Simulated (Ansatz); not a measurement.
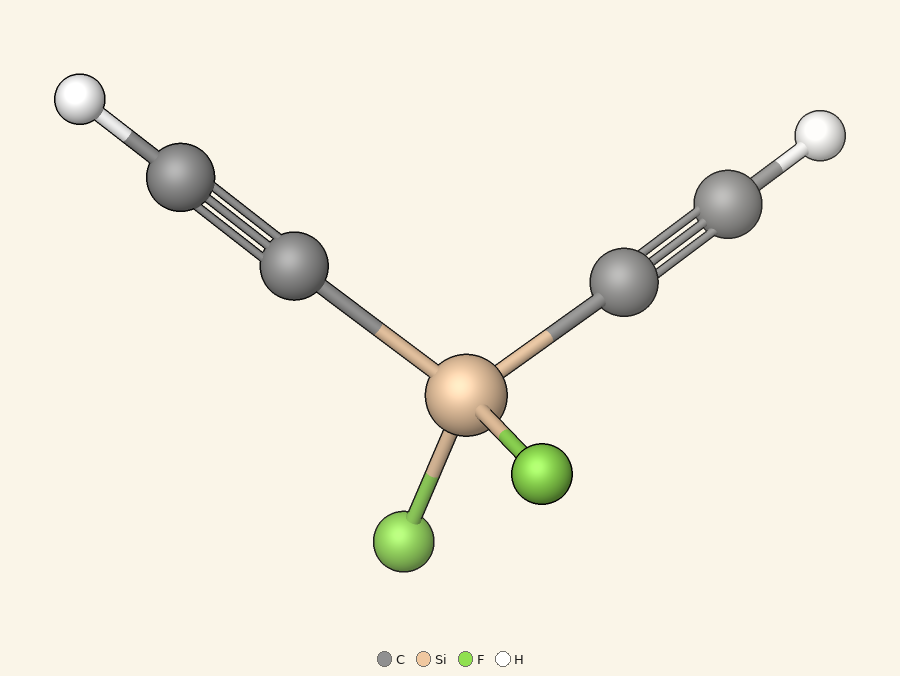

Question: What is the molecular formula?

Answer: C₄H₂F₂Si, 9 atoms: 4 carbon, 2 hydrogen, 2 fluorine and 1 silicon.

Question: Does it have rings?

Answer: It has no ring.

The parts below concern this one geometry. Atoms keep their numbers from picture to picture. Computed geometry: PBE0-D4/def2-TZVP optimisation.

### Shape

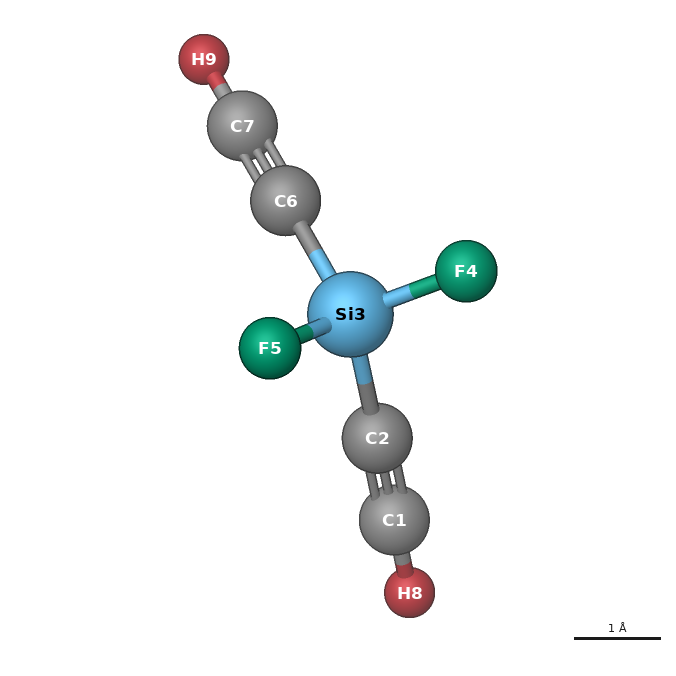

Atoms carry their numbers in the input.

What are the angles C2–Si3–C6, F4–Si3–F5, C2–Si3–F4, C1–C2–Si3, C2–C1–H8?

```
    angle  degrees
C2–Si3–C6    112.0
F4–Si3–F5    107.2
C2–Si3–F4    109.4
C1–C2–Si3    178.9
 C2–C1–H8    179.8
```

### Levels of theory compared

Program: Ansatz 0.2.0.

At this fixed geometry, give HOMO–LUMO gap (eV) at these levels: B3LYP-D4/def2-TZVPP; BHLYP-D4/def2-TZVPP; HSE06 (plane-wave form)-D4/def2-TZVPP; r2SCANh-D4/def2-TZVPP; ωB97M-V/def2-QZVPP; ωB97M-V/def2-SVP.

```json
{"level": "B3LYP-D4/def2-TZVPP", "HOMO–LUMO gap (eV)": "7.12"}
{"level": "BHLYP-D4/def2-TZVPP", "HOMO–LUMO gap (eV)": "9.68"}
{"level": "HSE06 (plane-wave form)-D4/def2-TZVPP", "HOMO–LUMO gap (eV)": "6.80"}
{"level": "r2SCANh-D4/def2-TZVPP", "HOMO–LUMO gap (eV)": "6.69"}
{"level": "ωB97M-V/def2-QZVPP", "HOMO–LUMO gap (eV)": "11.83"}
{"level": "ωB97M-V/def2-SVP", "HOMO–LUMO gap (eV)": "12.10"}
```

### Charges

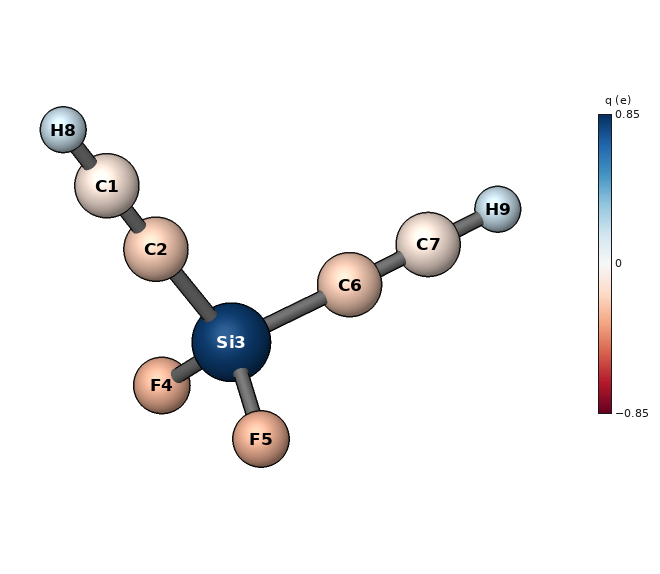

Atoms are coloured by their Mulliken charges. Properties computed with RKS PBE0-D4/def2-TZVP (Ansatz 0.2.0).

Question: Which atom carries the highest charge (most positive or least negative)?

Answer: Si3 (0.80 e).

Question: And the lowest?

Answer: F4, F5 (−0.28 e).

List the Mulliken charges.

```tsv
atom	value (e)
C1	−0.10
C2	−0.21
Si3	0.80
F4	−0.28
F5	−0.28
C6	−0.21
C7	−0.10
H8	0.19
H9	0.19
```

### Dipole moment

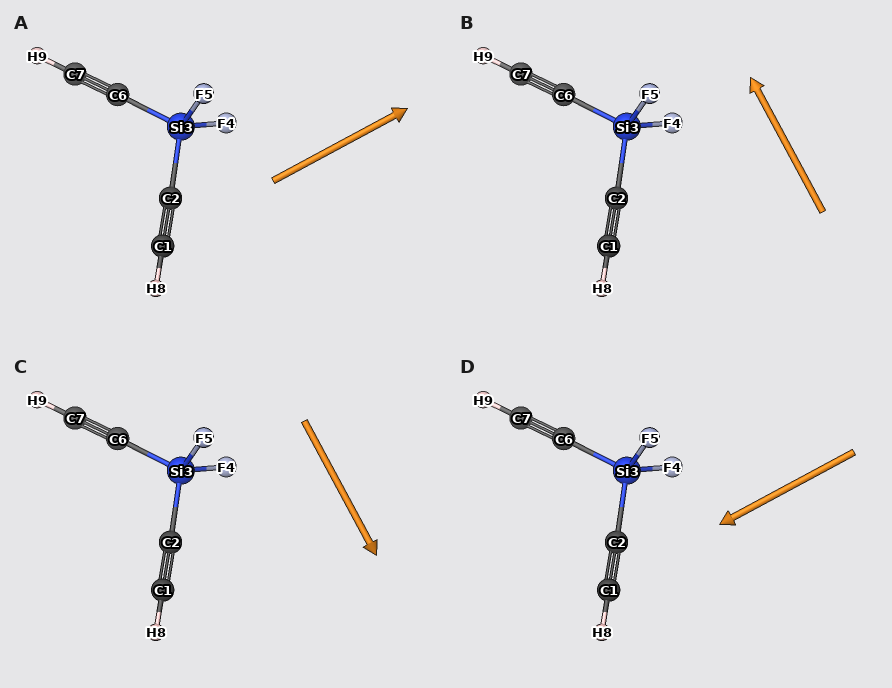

The same molecule four times, each with an arrow. Method: RKS B3LYP-D4/def2-TZVPP (Ansatz 0.2.0).

Question: Which arrow points along the dipole moment, from the negative to the positive end?

Answer: D. The dipole moment is 2.60 D; it points from the side of F4, F5 to the side of H8, H9 (the outermost atoms at the two ends).

Mulliken values depend strongly on the basis set and can even reverse the polarity of a bond.
